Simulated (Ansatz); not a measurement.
**Response to strain in ZnSnO3**

Start from ZnSnO$_{3}$ (space group R3c, No. 161).

```
ZnSnO3
1.0
    2.63902     1.52364     4.66974
   -2.63902     1.52364     4.66974
    0.00000    -3.04728     4.66974
Zn Sn O
2 2 6
Cartesian
  0.00000   0.00000   4.13326
  0.00000   0.00000  11.13787
  0.00000   0.00000   0.17619
  0.00000   0.00000   7.18081
  1.59709   0.04175   5.80297
 -0.83470   1.36225   5.80297
 -0.76239  -1.40400   5.80297
  0.76239   1.64328   8.13784
 -1.80432  -0.16139   8.13784
  1.04193  -1.48189   8.13784
```

Cartesian axes are those of the cell as printed.

Strains are applied to the cell and any free atomic positions relax; under biaxial strain the out-of-plane vector relaxes too.

Calculations: DFT with PBEsol, PAW potentials and a 420 eV plane-wave cutoff in Ansatz (an electronic-structure program), spin-orbit coupling left out, earlier PAW set.

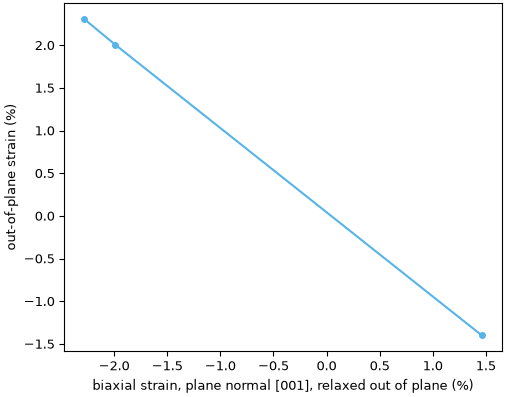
Figure. Out-of-plane strain against biaxial strain, plane normal [001], relaxed out of plane

Problem. From the plot, what is the out-of-plane strain for biaxial strain +1.46 %, plane normal [001], relaxed out of plane?

Solution. About -1.4 %.

Problem. Is the trend monotonic over the range shown?

Solution. Yes, it falls throughout, spanning -1.40 % to +2.31 %.

Stability against distortions was not tested.
